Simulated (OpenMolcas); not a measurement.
# V²⁺ among point charges: CASSCF levels and susceptibility

Aim: the splitting of the states of V²⁺ in the field of 6 point charges, its lowest levels with spin-orbit coupling and its magnetic susceptibility.

The numbers are computed with OpenMolcas 26.06 (state-averaged CASSCF, spin-orbit coupling by RASSI with atomic mean-field integrals), except any that are marked as measured or tabulated.

1 further run of the same task is left out (it didn't finish).

### 1 The system

- Species: V²⁺ (vanadium, Z = 23, 21 electrons)
- Basis: ANO-RCC-VDZP [5s4p2d1f], 34 functions
- Scalar Hamiltonian: DKH2, point nucleus
- Inactive shells: 1s 2s 2p 3s 3p
- Active space: 3 electrons in 5 orbitals (3d)
- Some configurations of this space: 3d³
- Orbitals: optimised for each spin and parity, averaged over all roots

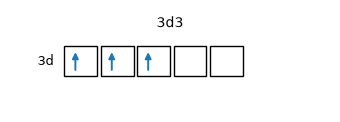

Occupation of the outer shells (arrows by Hund's rule).

The ion sits among 6 point charges of -2.2 e arranged as an octahedron (Oh), 1.75 Å from the ion. The active orbitals were held to one l.

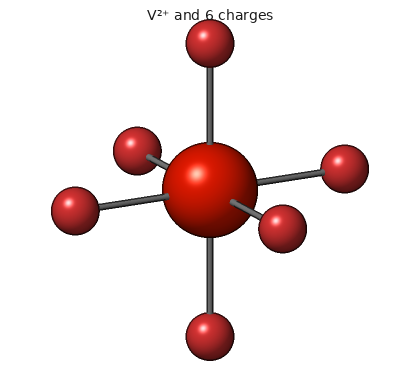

The ion and the point charges (red).

Each step is its own input file, run in one work folder so that later steps find the files of earlier ones. Labels, J, g values, rates, χT and fits are worked out afterwards by a script from the matrices that RASSI stores. The input lists half of the charges; inversion (Group=XYZ) makes the rest.

### 2 One- and two-electron integrals

The input, a.inp:

```
&GATEWAY
Coord
1

V 0.0 0.0 0.0
Basis=ANO-RCC-VDZP
Group=XYZ
NoMove
AngMom=0.0 0.0 0.0
AMFI
XField
3 Angstrom 0
1.750000 0.000000 0.000000 -2.200000
0.000000 1.750000 0.000000 -2.200000
0.000000 0.000000 1.750000 -2.200000
&SEWARD
```

Command:

```console
OMP_NUM_THREADS=1 MOLCAS_MEM=1689 MOLCAS_PROJECT=a pymolcas a.inp > a.log
```

### 3 Reference wave functions, quartets of even parity, 10 roots

The input, a.inp:

```
&RASSCF
FileOrb=start.orb
Symmetry=1
Spin=4
nActEl=3 0 0
Inactive=3 6
Ras2=5 0
CIRoot=10 10 1
SDav=10
CIMx=300
Iter=120 100
PrWF=0.3
OrbListing=Nothing
MaxOrb=0
SupSym
1
10 4 5 6 7 8 11 12 13 14 15
0
>>> COPY $Project.JobIph JOB001
```

start.orb holds the contracted functions of the basis, ordered by shell, or the orbitals of the step before.

### 4 CASSCF: doublets of even parity, 40 roots

The input, a.inp:

```
&RASSCF
FileOrb=start.orb
Symmetry=1
Spin=2
nActEl=3 0 0
Inactive=3 6
Ras2=5 0
CIRoot=40 40 1
SDav=40
CIMx=300
Iter=120 100
PrWF=0.3
OrbListing=Nothing
MaxOrb=0
SupSym
1
10 4 5 6 7 8 11 12 13 14 15
0
>>> COPY $Project.JobIph JOB002
```

### 5 State interaction with spin-orbit coupling

The input, a.inp:

```
&RASSI
NrOfJobIphs=2 10 40
1 2 3 4 5 6 7 8 9 10
1 2 3 4 5 6 7 8 9 10 11 12 13 14 15 16 17 18 19 20 21 22 23 24 25 26 27
28 29 30 31 32 33 34 35 36 37 38 39 40
IphNames
JOB001
JOB002
EJob
SpinOrbit
DIPRint=1.0
SOCoupling=1000.0
Subsets=2
Property=9
'ANGMOM' 1 'ANGMOM' 2 'ANGMOM' 3 'MLTPL  1' 1 'MLTPL  1' 2 'MLTPL  1' 3
'AMFI' 1 'AMFI' 2 'AMFI' 3
SOProperty=3
'ANGMOM' 1 'ANGMOM' 2 'ANGMOM' 3
```

**Question.** What will these runs give? Wanted: spin-free ground state; first state of the same spin within the active space; lowest level; next level.

The runs gave:

```
                                            quantity                            value
                                              method                           CASSCF
                              spin-free ground state  4A2, 1-fold in its orbital part
first state of the same spin within the active space                4T2 at 13700 cm⁻¹
                                        lowest level                        4-fold Γ8
                                          next level                     13087.8 cm⁻¹
                                         χT at 300 K                   1.87 cm³ K/mol
                           effective moment at 300 K                          3.86 μB
```

What this shows: The spin-free ground state (4A2) comes to 100 % from free-ion F terms and keeps the highest spin of the shell. χT at 300 K is 1.87, against 1.88 cm³ K/mol for the spin alone; near agreement at one temperature doesn't show that the orbital moment is quenched. The field of point charges can differ much from that of real complexes. Point charges carry no covalency, so the field is a model and not that of real ligands.
